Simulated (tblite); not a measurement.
# Saddle-point search, with input and output: C5H11NSe

- system: C5H11NSe
- method: GFN2-xTB saddle search (eigenvector following) and harmonic vibrations, gas phase (tblite 0.8.0)

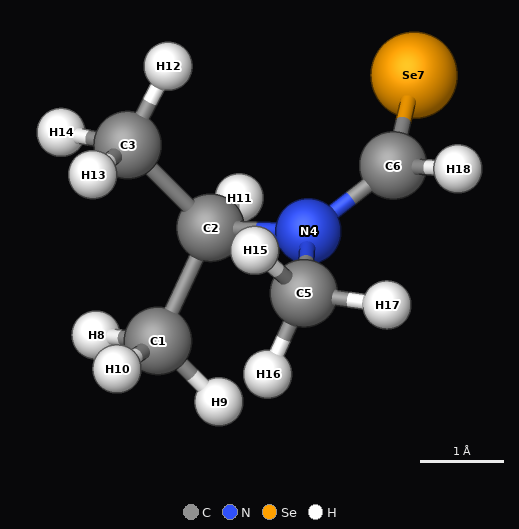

Figure 1. The structure as given in the input (ball-and-stick view, seen at a tilt; atoms are numbered from 1 in the order of the input).

### Input
```
{"job": {"xc": "GFN2-xTB", "basis": "xTB", "kind": "saddle"}, "charge": 0, "multiplicity": 1}
C      1.610143     0.741692    -0.370228
C      0.647782    -0.383604    -0.010625
C      0.615176    -0.623408     1.498212
N     -0.705136    -0.148596    -0.503113
C     -1.295499     1.154315    -0.313230
C     -1.454957    -1.155627    -0.922799
Se    -0.991534    -2.862181    -1.142687
H      2.623871     0.419385    -0.145519
H      1.557667     0.979852    -1.430228
H      1.411700     1.638589     0.211931
H      0.983599    -1.302751    -0.502858
H     -0.114237    -1.395099     1.733876
H      0.353337     0.288512     2.030772
H      1.590158    -0.956898     1.839775
H     -1.581076     1.306803     0.730609
H     -0.588568     1.930483    -0.601070
H     -2.183973     1.250426    -0.934421
H     -2.478454    -0.881893    -1.168398
```

The first line tells a small driver script what to run in tblite; the rest is the geometry in Å.

Run on 1 CPU thread, shared host.

Launch command:
```bash
OMP_NUM_THREADS=1 python <driver script> task.json out
```

### Log
```
step      E/eV     max force
  0    -610.03293   0.0548
  1    -610.04003   0.0454
  2    -610.04179   0.1115
  3    -610.04153   0.0212
  4    -610.04253   0.0307
  5    -610.04351   0.0352
  6    -610.04454   0.0225
  7    -610.04586   0.0468
  8    -610.04514   0.0110
  9    -610.04595   0.0162
 10    -610.04677   0.0202
 11    -610.04761   0.0141
 12    -610.04910   0.0313
 13    -610.04930   0.1143
 14    -610.04926   0.0114
 15    -610.04960   0.0201
 16    -610.05010   0.0209
 17    -610.05059   0.0272
 18    -610.05083   0.0520
 19    -610.05110   0.0544
 20    -610.05131   0.0264
 21    -610.05128   0.0129
 22    -610.05119   0.0199
 23    -610.05122   0.0032
lowest wavenumbers (cm-1): -53.3 51.4 159.3 169.6 195.0 231.7
```

### Trajectory as extended XYZ (Å, eV, eV/Å), 12 frames, from step=0 to step=23
```
18
Properties=species:S:1:pos:R:3:forces:R:3 step=0 energy=-610.03293
C     1.6101    0.7417   -0.3702    0.0270  -0.0080  -0.0080
C     0.6478   -0.3836   -0.0106   -0.0210  -0.0010   0.0120
C     0.6152   -0.6234    1.4982   -0.0130   0.0020  -0.0010
N    -0.7051   -0.1486   -0.5031    0.0360   0.0300   0.0230
C    -1.2955    1.1543   -0.3132    0.0130   0.0250  -0.0230
C    -1.4550   -1.1556   -0.9228   -0.0360  -0.0060  -0.0320
Se   -0.9915   -2.8622   -1.1427    0.0100   0.0000   0.0210
H     2.6239    0.4194   -0.1455   -0.0170  -0.0110  -0.0160
H     1.5577    0.9799   -1.4302   -0.0140  -0.0160  -0.0010
H     1.4117    1.6386    0.2119    0.0160   0.0110   0.0050
H     0.9836   -1.3028   -0.5029   -0.0010  -0.0040  -0.0020
H    -0.1142   -1.3951    1.7339    0.0110  -0.0120   0.0120
H     0.3533    0.2885    2.0308   -0.0110  -0.0060   0.0090
H     1.5902   -0.9569    1.8398    0.0120   0.0050   0.0050
H    -1.5811    1.3068    0.7306    0.0100   0.0040   0.0310
H    -0.5886    1.9305   -0.6011   -0.0360  -0.0070  -0.0110
H    -2.1840    1.2504   -0.9344   -0.0230  -0.0090   0.0190
H    -2.4785   -0.8819   -1.1684    0.0350   0.0030  -0.0420
18
Properties=species:S:1:pos:R:3:forces:R:3 step=2 energy=-610.04179
C     1.6193    0.6865   -0.4192   -0.0200  -0.0070   0.0130
C     0.6354   -0.3950    0.0222    0.0150  -0.0090   0.0110
C     0.6096   -0.5504    1.5429   -0.0100   0.0120  -0.0380
N    -0.7076   -0.1546   -0.4893   -0.0720  -0.0660  -0.0320
C    -1.3186    1.1298   -0.2376    0.0080  -0.0040   0.0100
C    -1.4242   -1.1364   -1.0223    0.0600   0.0850   0.0400
Se   -0.9508   -2.8338   -1.2922    0.0070   0.0360   0.0030
H     2.6323    0.3335   -0.2456   -0.0070  -0.0050   0.0040
H     1.5106    0.8937   -1.4821   -0.0040  -0.0060   0.0240
H     1.4868    1.6086    0.1446   -0.0030  -0.0270  -0.0220
H     0.9494   -1.3481   -0.4193   -0.0070   0.0290   0.0190
H    -0.0980   -1.3265    1.8258   -0.0020   0.0050  -0.0030
H     0.3296    0.3815    2.0294   -0.0020  -0.0020  -0.0070
H     1.5943   -0.8400    1.8959    0.0230  -0.0050   0.0030
H    -1.6313    1.2132    0.8087    0.0270  -0.0010  -0.0490
H    -0.6156    1.9325   -0.4596   -0.0340  -0.0450   0.0010
H    -2.1956    1.2517   -0.8715    0.0000  -0.0030   0.0220
H    -2.4255   -0.8462   -1.3306    0.0200   0.0120   0.0020
18
Properties=species:S:1:pos:R:3:forces:R:3 step=4 energy=-610.04253
C     1.6165    0.6887   -0.4139   -0.0040  -0.0020   0.0030
C     0.6347   -0.3951    0.0224    0.0030  -0.0030   0.0040
C     0.6110   -0.5572    1.5412   -0.0040   0.0030  -0.0040
N    -0.7090   -0.1542   -0.4873   -0.0190  -0.0220  -0.0100
C    -1.3164    1.1327   -0.2449    0.0010  -0.0030   0.0020
C    -1.4255   -1.1347   -1.0173    0.0180   0.0200   0.0070
Se   -0.9540   -2.8337   -1.2781    0.0030   0.0150  -0.0040
H     2.6296    0.3349   -0.2435   -0.0030  -0.0010   0.0030
H     1.5063    0.9018   -1.4750    0.0000  -0.0040   0.0070
H     1.4836    1.6070    0.1546   -0.0020  -0.0070  -0.0070
H     0.9497   -1.3452   -0.4230   -0.0020   0.0060   0.0060
H    -0.0875   -1.3430    1.8206    0.0020   0.0080   0.0000
H     0.3192    0.3694    2.0313    0.0020  -0.0050  -0.0040
H     1.6000   -0.8362    1.8927   -0.0010  -0.0010   0.0000
H    -1.6182    1.2281    0.8021    0.0140   0.0030  -0.0040
H    -0.6155    1.9311   -0.4825   -0.0090  -0.0080  -0.0080
H    -2.1995    1.2486   -0.8706   -0.0060  -0.0050   0.0130
H    -2.4250   -0.8429   -1.3288    0.0060   0.0030  -0.0030
18
Properties=species:S:1:pos:R:3:forces:R:3 step=6 energy=-610.04454
C     1.6182    0.6619   -0.4342   -0.0040   0.0000   0.0010
C     0.6292   -0.4015    0.0362    0.0000  -0.0020   0.0030
C     0.6101   -0.5206    1.5586   -0.0050   0.0030  -0.0010
N    -0.7120   -0.1607   -0.4789   -0.0130  -0.0170  -0.0070
C    -1.3283    1.1165   -0.2093    0.0000  -0.0030   0.0010
C    -1.4106   -1.1247   -1.0595    0.0150   0.0090   0.0050
Se   -0.9216   -2.8083   -1.3822    0.0010   0.0190  -0.0020
H     2.6295    0.3061   -0.2577    0.0000   0.0000   0.0020
H     1.5041    0.8451   -1.5005    0.0010  -0.0050   0.0060
H     1.4937    1.5975    0.1072   -0.0020  -0.0060  -0.0060
H     0.9347   -1.3658   -0.3838   -0.0020   0.0040   0.0050
H    -0.1029   -1.2830    1.8649    0.0040   0.0100  -0.0020
H     0.3427    0.4253    2.0253    0.0040  -0.0070  -0.0040
H     1.5955   -0.8110    1.9114   -0.0020  -0.0010   0.0010
H    -1.6339    1.1856    0.8383    0.0110   0.0020  -0.0020
H    -0.6308    1.9239   -0.4258   -0.0050  -0.0040  -0.0070
H    -2.2101    1.2421   -0.8350   -0.0050  -0.0040   0.0090
H    -2.4075   -0.8283   -1.3749    0.0020   0.0010  -0.0020
18
Properties=species:S:1:pos:R:3:forces:R:3 step=8 energy=-610.04514
C     1.6185    0.6543   -0.4395   -0.0020   0.0000   0.0000
C     0.6276   -0.4033    0.0399    0.0000  -0.0010   0.0020
C     0.6101   -0.5109    1.5630   -0.0030   0.0020   0.0000
N    -0.7131   -0.1624   -0.4763   -0.0060  -0.0080  -0.0030
C    -1.3317    1.1120   -0.1997    0.0000  -0.0020   0.0010
C    -1.4064   -1.1213   -1.0706    0.0080   0.0040   0.0010
Se   -0.9118   -2.7996   -1.4107    0.0020   0.0100  -0.0040
H     2.6293    0.2990   -0.2593   -0.0010   0.0000   0.0020
H     1.5048    0.8280   -1.5073    0.0010  -0.0040   0.0030
H     1.4947    1.5949    0.0930   -0.0010  -0.0030  -0.0040
H     0.9304   -1.3713   -0.3733   -0.0010   0.0010   0.0030
H    -0.1070   -1.2665    1.8763    0.0010   0.0060   0.0000
H     0.3498    0.4399    2.0232    0.0030  -0.0020  -0.0020
H     1.5943   -0.8050    1.9161   -0.0010  -0.0010   0.0010
H    -1.6372    1.1749    0.8482    0.0090   0.0020   0.0010
H    -0.6356    1.9217   -0.4119   -0.0040  -0.0020  -0.0070
H    -2.2138    1.2397   -0.8246   -0.0050  -0.0040   0.0080
H    -2.4029   -0.8241   -1.3866    0.0020   0.0010  -0.0030
18
Properties=species:S:1:pos:R:3:forces:R:3 step=10 energy=-610.04677
C     1.6196    0.6333   -0.4541   -0.0030   0.0010   0.0000
C     0.6233   -0.4082    0.0501    0.0000  -0.0010   0.0020
C     0.6098   -0.4839    1.5752   -0.0040   0.0020   0.0010
N    -0.7159   -0.1670   -0.4694   -0.0110  -0.0150  -0.0080
C    -1.3415    1.0995   -0.1729   -0.0010  -0.0040   0.0010
C    -1.3946   -1.1120   -1.1019    0.0130   0.0070   0.0050
Se   -0.8837   -2.7752   -1.4902    0.0000   0.0180  -0.0010
H     2.6289    0.2797   -0.2628   -0.0020   0.0010   0.0010
H     1.5076    0.7795   -1.5263    0.0010  -0.0050   0.0080
H     1.4972    1.5882    0.0531   -0.0010  -0.0080  -0.0060
H     0.9185   -1.3863   -0.3440   -0.0020   0.0030   0.0040
H    -0.1205   -1.2185    1.9078    0.0050   0.0100  -0.0020
H     0.3717    0.4812    2.0176    0.0040  -0.0070  -0.0040
H     1.5899   -0.7906    1.9294   -0.0030   0.0000   0.0010
H    -1.6448    1.1450    0.8764    0.0070   0.0010   0.0000
H    -0.6500    1.9162   -0.3746   -0.0030  -0.0020  -0.0050
H    -2.2256    1.2316   -0.7938   -0.0040  -0.0030   0.0060
H    -2.3899   -0.8124   -1.4195    0.0020   0.0010  -0.0020
18
Properties=species:S:1:pos:R:3:forces:R:3 step=12 energy=-610.04910
C     1.6188    0.6100   -0.4660    0.0000   0.0040  -0.0030
C     0.6171   -0.4141    0.0628   -0.0020  -0.0010   0.0000
C     0.6086   -0.4580    1.5889   -0.0040   0.0020   0.0050
N    -0.7204   -0.1720   -0.4605   -0.0160  -0.0230  -0.0140
C    -1.3513    1.0869   -0.1457   -0.0130   0.0070   0.0010
C    -1.3797   -1.0989   -1.1388    0.0170   0.0090   0.0090
Se   -0.8466   -2.7413   -1.5828   -0.0010   0.0230   0.0030
H     2.6265    0.2638   -0.2533   -0.0050   0.0040  -0.0010
H     1.5162    0.7202   -1.5436    0.0020  -0.0040   0.0130
H     1.4901    1.5815    0.0073    0.0010  -0.0120  -0.0080
H     0.9044   -1.4021   -0.3118   -0.0020   0.0020   0.0020
H    -0.1397   -1.1652    1.9409    0.0080   0.0110  -0.0030
H     0.4013    0.5221    2.0137    0.0050  -0.0120  -0.0050
H     1.5820   -0.7849    1.9439   -0.0060   0.0010   0.0010
H    -1.6168    1.1310    0.9141    0.0080   0.0020  -0.0190
H    -0.6774    1.9125   -0.3745   -0.0150  -0.0100   0.0020
H    -2.2595    1.2060   -0.7348    0.0190  -0.0050   0.0180
H    -2.3734   -0.7975   -1.4598    0.0020   0.0010  -0.0010
18
Properties=species:S:1:pos:R:3:forces:R:3 step=14 energy=-610.04926
C     1.6174    0.6133   -0.4622    0.0010   0.0010  -0.0010
C     0.6170   -0.4139    0.0625   -0.0010   0.0000   0.0000
C     0.6084   -0.4634    1.5884   -0.0020   0.0010   0.0030
N    -0.7208   -0.1720   -0.4602   -0.0050  -0.0090  -0.0050
C    -1.3494    1.0893   -0.1506   -0.0020  -0.0010  -0.0010
C    -1.3806   -1.0995   -1.1363    0.0060   0.0030   0.0020
Se   -0.8481   -2.7426   -1.5765    0.0010   0.0080  -0.0010
H     2.6254    0.2688   -0.2486   -0.0020   0.0010   0.0000
H     1.5166    0.7255   -1.5394    0.0010  -0.0030   0.0040
H     1.4858    1.5831    0.0131    0.0000  -0.0040  -0.0030
H     0.9056   -1.4002   -0.3152   -0.0010   0.0000   0.0010
H    -0.1403   -1.1711    1.9376    0.0020   0.0050   0.0000
H     0.4020    0.5150    2.0168    0.0020  -0.0030  -0.0020
H     1.5813   -0.7923    1.9425   -0.0030   0.0000   0.0010
H    -1.5989    1.1451    0.9116    0.0040   0.0010   0.0030
H    -0.6815    1.9137   -0.3987   -0.0010   0.0020  -0.0030
H    -2.2658    1.1996   -0.7270   -0.0020  -0.0030   0.0040
H    -2.3741   -0.7984   -1.4578    0.0010   0.0010  -0.0010
18
Properties=species:S:1:pos:R:3:forces:R:3 step=16 energy=-610.05010
C     1.6146    0.6153   -0.4554    0.0000   0.0000   0.0000
C     0.6153   -0.4149    0.0651    0.0000   0.0000   0.0000
C     0.6063   -0.4695    1.5909    0.0000   0.0000   0.0010
N    -0.7224   -0.1731   -0.4582   -0.0010   0.0000   0.0010
C    -1.3467    1.0919   -0.1554   -0.0060   0.0110   0.0030
C    -1.3784   -1.0978   -1.1412    0.0010   0.0010  -0.0010
Se   -0.8426   -2.7383   -1.5864    0.0010   0.0020  -0.0020
H     2.6226    0.2760   -0.2340   -0.0010   0.0000   0.0010
H     1.5208    0.7240   -1.5336    0.0010  -0.0010   0.0010
H     1.4745    1.5854    0.0163    0.0000  -0.0010  -0.0010
H     0.9054   -1.3998   -0.3152    0.0000   0.0000   0.0010
H    -0.1485   -1.1716    1.9378    0.0000   0.0020   0.0000
H     0.4093    0.5091    2.0231    0.0010   0.0000   0.0000
H     1.5763   -0.8083    1.9436   -0.0010   0.0000   0.0000
H    -1.5397    1.1776    0.9169    0.0060   0.0010  -0.0200
H    -0.7017    1.9156   -0.4639   -0.0150  -0.0140   0.0030
H    -2.2940    1.1752   -0.6854    0.0150  -0.0010   0.0140
H    -2.3712   -0.7966   -1.4650    0.0010   0.0010  -0.0010
18
Properties=species:S:1:pos:R:3:forces:R:3 step=18 energy=-610.05083
C     1.6116    0.6117   -0.4525    0.0010   0.0000   0.0000
C     0.6126   -0.4173    0.0704    0.0000  -0.0010   0.0000
C     0.6050   -0.4694    1.5964    0.0000   0.0000   0.0010
N    -0.7249   -0.1754   -0.4536    0.0000   0.0040   0.0030
C    -1.3469    1.0912   -0.1536   -0.0130   0.0290   0.0070
C    -1.3732   -1.0930   -1.1532    0.0000   0.0000  -0.0010
Se   -0.8292   -2.7259   -1.6160    0.0000   0.0000  -0.0010
H     2.6193    0.2800   -0.2188   -0.0010   0.0010   0.0000
H     1.5263    0.7081   -1.5326    0.0000   0.0000   0.0010
H     1.4617    1.5861    0.0073    0.0000  -0.0010  -0.0010
H     0.9020   -1.4032   -0.3078    0.0000   0.0000   0.0000
H    -0.1594   -1.1597    1.9459    0.0000   0.0010   0.0000
H     0.4240    0.5125    2.0282    0.0000  -0.0010   0.0000
H     1.5705   -0.8220    1.9478   -0.0020   0.0000   0.0000
H    -1.4848    1.2032    0.9251    0.0070   0.0000  -0.0510
H    -0.7278    1.9144   -0.5173   -0.0340  -0.0360   0.0160
H    -2.3218    1.1499   -0.6363    0.0400   0.0030   0.0260
H    -2.3649   -0.7911   -1.4795    0.0000   0.0000   0.0000
18
Properties=species:S:1:pos:R:3:forces:R:3 step=20 energy=-610.05131
C     1.6089    0.6095   -0.4505    0.0040   0.0040  -0.0020
C     0.6108   -0.4192    0.0743   -0.0010   0.0000  -0.0010
C     0.6044   -0.4697    1.6005   -0.0010   0.0000   0.0050
N    -0.7266   -0.1773   -0.4499   -0.0060  -0.0100  -0.0070
C    -1.3469    1.0906   -0.1523   -0.0110   0.0130   0.0020
C    -1.3695   -1.0894   -1.1618    0.0070   0.0030   0.0040
Se   -0.8197   -2.7167   -1.6386   -0.0010   0.0080   0.0030
H     2.6164    0.2858   -0.2042   -0.0060   0.0030  -0.0020
H     1.5324    0.6940   -1.5324    0.0010   0.0000   0.0090
H     1.4489    1.5880   -0.0024    0.0030  -0.0080  -0.0030
H     0.8999   -1.4056   -0.3027    0.0000   0.0000   0.0000
H    -0.1685   -1.1496    1.9521    0.0060   0.0040  -0.0020
H     0.4377    0.5149    2.0324    0.0000  -0.0070  -0.0030
H     1.5658   -0.8350    1.9504   -0.0060   0.0030   0.0000
H    -1.4447    1.2223    0.9273    0.0030   0.0010  -0.0220
H    -0.7493    1.9110   -0.5547   -0.0150  -0.0140   0.0060
H    -2.3393    1.1332   -0.5982    0.0230  -0.0010   0.0130
H    -2.3607   -0.7868   -1.4893    0.0010   0.0010   0.0000
18
Properties=species:S:1:pos:R:3:forces:R:3 step=23 energy=-610.05122
C     1.6114    0.5834   -0.4678    0.0000   0.0000   0.0000
C     0.6060   -0.4242    0.0844    0.0000   0.0000   0.0000
C     0.6054   -0.4397    1.6110    0.0010  -0.0010  -0.0010
N    -0.7300   -0.1811   -0.4427    0.0010   0.0020   0.0020
C    -1.3610    1.0762   -0.1232    0.0000   0.0000   0.0000
C    -1.3553   -1.0754   -1.1913   -0.0020  -0.0010  -0.0010
Se   -0.7843   -2.6810   -1.7132    0.0000  -0.0030  -0.0010
H     2.6169    0.2600   -0.2144    0.0000   0.0000   0.0000
H     1.5335    0.6400   -1.5511    0.0000   0.0000  -0.0010
H     1.4578    1.5742   -0.0459    0.0000   0.0010   0.0000
H     0.8850   -1.4213   -0.2714    0.0000  -0.0010   0.0000
H    -0.1758   -1.0991    1.9819   -0.0020  -0.0020   0.0010
H     0.4573    0.5567    2.0213    0.0000   0.0020   0.0010
H     1.5626   -0.8122    1.9647    0.0010   0.0000   0.0000
H    -1.4745    1.1819    0.9570    0.0000   0.0000   0.0020
H    -0.7627    1.9085   -0.4972    0.0010   0.0010   0.0000
H    -2.3467    1.1247   -0.5814   -0.0010   0.0000  -0.0010
H    -2.3454   -0.7715   -1.5208    0.0000   0.0000   0.0000
```

### Key numbers

- outcome: converged
- total energy: −610.0512 eV
- point group: Cs
- wall time: 5 s
- peak memory: 0.2 GiB
